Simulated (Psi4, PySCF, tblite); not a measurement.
Two rigid molecules brought together: H2 ··· C3H6 (SMILES [H][H] and C1CC1). Monomers: optimised at B3LYP-D3(BJ) (def2-TZVP), held rigid. Orientation: lowest of the rigid-body minima from ten starts at GFN2-xTB. The monomers approach along the line of their centres of mass (distance R); nothing else relaxes.

Geometry at R = 3.72 Å (first 2 atoms: monomer A):
```
11

H      0.3719     0.0000     0.0000
H     -0.3719     0.0000     0.0000
C      4.5831     0.2597    -0.0009
C      3.3272    -0.5519     0.1541
C      3.2399     0.9135    -0.1702
H      5.1526     0.4906     0.8892
H      5.1860     0.1001    -0.8846
H      3.0803    -1.2607    -0.6247
H      3.0469    -0.8702     1.1491
H      2.9341     1.1962    -1.1683
H      2.9006     1.5867     0.6054
```

Levels: MP2/aug-cc-pVDZ = DF-MP2/aug-cc-pVDZ, frozen core, counterpoise-corrected run with Psi4 1.11; SAPT0/jun-cc-pVDZ, frozen core (Psi4); RKS-M06-2X/6-31G* = restricted M06-2X/6-31G*, spherical d, no counterpoise correction in PySCF 2.14.0; GFN2-xTB (tblite); RMP2/3-21G = PySCF with restricted MP2 (frozen core)/3-21G, no counterpoise correction.

Interaction energies in kJ/mol (negative: bound); R is the distance of the centres of mass, d the H1···C4 distance.

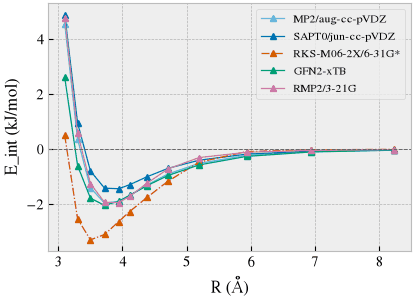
*Interaction energy against separation.*

```json
[
 {"R / Å": "3.10", "d / Å": "2.41", "MP2/aug-cc-pVDZ": "4.56", "SAPT0/jun-cc-pVDZ": "4.89", "RKS-M06-2X/6-31G*": "0.50", "GFN2-xTB": "2.61", "RMP2/3-21G": "4.77"},
 {"R / Å": "3.30", "d / Å": "2.60", "MP2/aug-cc-pVDZ": "0.37", "SAPT0/jun-cc-pVDZ": "0.95", "RKS-M06-2X/6-31G*": "-2.54", "GFN2-xTB": "-0.60", "RMP2/3-21G": "0.58"},
 {"R / Å": "3.50", "d / Å": "2.80", "MP2/aug-cc-pVDZ": "-1.40", "SAPT0/jun-cc-pVDZ": "-0.80", "RKS-M06-2X/6-31G*": "-3.30", "GFN2-xTB": "-1.78", "RMP2/3-21G": "-1.25"},
 {"R / Å": "3.72", "d / Å": "3.01", "MP2/aug-cc-pVDZ": "-1.97", "SAPT0/jun-cc-pVDZ": "-1.42", "RKS-M06-2X/6-31G*": "-3.10", "GFN2-xTB": "-2.05", "RMP2/3-21G": "-1.94"},
 {"R / Å": "3.94", "d / Å": "3.22", "MP2/aug-cc-pVDZ": "-1.90", "SAPT0/jun-cc-pVDZ": "-1.44", "RKS-M06-2X/6-31G*": "-2.63", "GFN2-xTB": "-1.89", "RMP2/3-21G": "-1.94"},
 {"R / Å": "4.11", "d / Å": "3.39", "MP2/aug-cc-pVDZ": "-1.69", "SAPT0/jun-cc-pVDZ": "-1.30", "RKS-M06-2X/6-31G*": "-2.27", "GFN2-xTB": "-1.68", "RMP2/3-21G": "-1.72"},
 {"R / Å": "4.38", "d / Å": "3.65", "MP2/aug-cc-pVDZ": "-1.30", "SAPT0/jun-cc-pVDZ": "-1.01", "RKS-M06-2X/6-31G*": "-1.76", "GFN2-xTB": "-1.33", "RMP2/3-21G": "-1.24"},
 {"R / Å": "4.71", "d / Å": "3.98", "MP2/aug-cc-pVDZ": "-0.90", "SAPT0/jun-cc-pVDZ": "-0.70", "RKS-M06-2X/6-31G*": "-1.16", "GFN2-xTB": "-0.96", "RMP2/3-21G": "-0.72"},
 {"R / Å": "5.19", "d / Å": "4.45", "MP2/aug-cc-pVDZ": "-0.52", "SAPT0/jun-cc-pVDZ": "-0.40", "RKS-M06-2X/6-31G*": "-0.47", "GFN2-xTB": "-0.58", "RMP2/3-21G": "-0.31"},
 {"R / Å": "5.93", "d / Å": "5.18", "MP2/aug-cc-pVDZ": "-0.23", "SAPT0/jun-cc-pVDZ": "-0.18", "RKS-M06-2X/6-31G*": "-0.09", "GFN2-xTB": "-0.27", "RMP2/3-21G": "-0.12"},
 {"R / Å": "6.93", "d / Å": "6.17", "MP2/aug-cc-pVDZ": "-0.09", "SAPT0/jun-cc-pVDZ": "-0.07", "RKS-M06-2X/6-31G*": "-0.03", "GFN2-xTB": "-0.10", "RMP2/3-21G": "-0.05"},
 {"R / Å": "8.23", "d / Å": "7.47", "MP2/aug-cc-pVDZ": "-0.03", "SAPT0/jun-cc-pVDZ": "-0.03", "RKS-M06-2X/6-31G*": "-0.01", "GFN2-xTB": "-0.04", "RMP2/3-21G": "-0.02"}
]
```

Lowest grid point: MP2/aug-cc-pVDZ -1.97 kJ/mol at R = 3.72 Å; SAPT0/jun-cc-pVDZ -1.44 kJ/mol at R = 3.94 Å; RKS-M06-2X/6-31G* -3.30 kJ/mol at R = 3.50 Å; GFN2-xTB -2.05 kJ/mol at R = 3.72 Å; RMP2/3-21G -1.94 kJ/mol at R = 3.94 Å.
